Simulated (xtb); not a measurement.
CH₄ClFSi: geometry relaxation (part 3 of 3)

The same run, continued: CH₄ClFSi, SMILES C[SiH](F)Cl; GFN2-xTB (xtb 6.7.1). The geometry comes from this level: PBE0-D4/def2-TZVP.

Geometry of the input (Å):
```
C  -0.2767  0.9583  0.0838
Si 0.3640  -0.7618  -0.0842
F  0.8460  -1.2900  1.3402
Cl -1.1200  -2.0101  -0.7355
H  0.5098  1.6213  0.4532
H  -0.6206  1.3328  -0.8829
H  -1.1150  0.9883  0.7832
H  1.5046  -0.8959  -1.0136
```

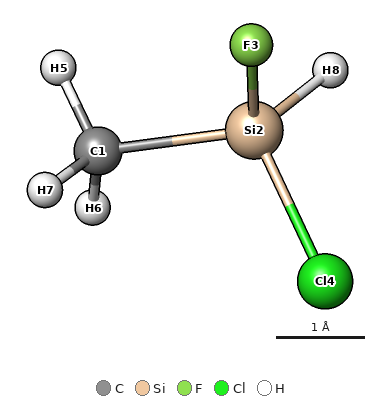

Figure 1. The geometry at step 7 of the log (ball-and-stick view, seen at a tilt; atoms are numbered from 1 in the order of the input).

**Trajectory as extended XYZ, continued**
```
8
Properties=species:S:1:pos:R:3 step=6 energy=-416.24098
C    -0.2843    0.9748    0.0777
Si    0.3554   -0.7898   -0.1374
F     0.8494   -1.3003    1.3112
Cl   -1.1054   -2.0386   -0.7105
H     0.4956    1.6285    0.4576
H    -0.6360    1.3923   -0.8610
H    -1.1126    1.0089    0.7826
H     1.5298   -0.9329   -0.9759
8
Properties=species:S:1:pos:R:3 step=7 energy=-416.24098
C    -0.2843    0.9748    0.0777
Si    0.3555   -0.7899   -0.1375
F     0.8495   -1.3002    1.3112
Cl   -1.1055   -2.0385   -0.7103
H     0.4956    1.6283    0.4578
H    -0.6358    1.3924   -0.8611
H    -1.1128    1.0089    0.7824
H     1.5299   -0.9329   -0.9759
```

**Results in brief**

| quantity | value |
| --- | --- |
| outcome | converged |
| electrons treated | 26 |
| total energy | −15.296574 hartree |
| dispersion energy | −0.004354 hartree |
| basis functions | 32 |
| HOMO | −11.60 eV |
| LUMO | −5.00 eV |
| dipole moment | 2.28 D |
| hardware | 1 thread of Intel Xeon @ 2.70GHz, 189 GiB of memory available, shared host |
| peak memory | 0.072 GiB |
